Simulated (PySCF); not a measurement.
SMILES FB(F)B(F)F (B2F4), CAM-B3LYP/def2-SVP optimised geometry. Atoms within 1.6 Å of the plane z = 0.0 Å (x, y, z in Å): F1 (-1.28, -1.62, 1.12), B2 (-0.92, -1.02, 0.00), F3 (-1.30, -1.60, -1.12), B4 (-0.02, 0.44, 0.00), F5 (1.30, 0.44, 0.00), F6 (-0.61, 1.62, 0.00).

Method: CAM-B3LYP/def2-TZVP in PySCF. Cells within 0.4 Å of a nucleus heavier than hydrogen are left out (blank, or x).

Map of the deformation density (molecule minus spherical neutral atoms) (e/bohr³) on the plane z = 0.0 Å:

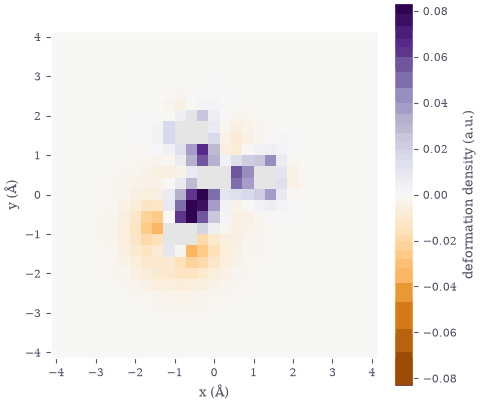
*Deformation density (molecule minus spherical neutral atoms) (e/bohr³) on the plane z = 0.0 Å.*
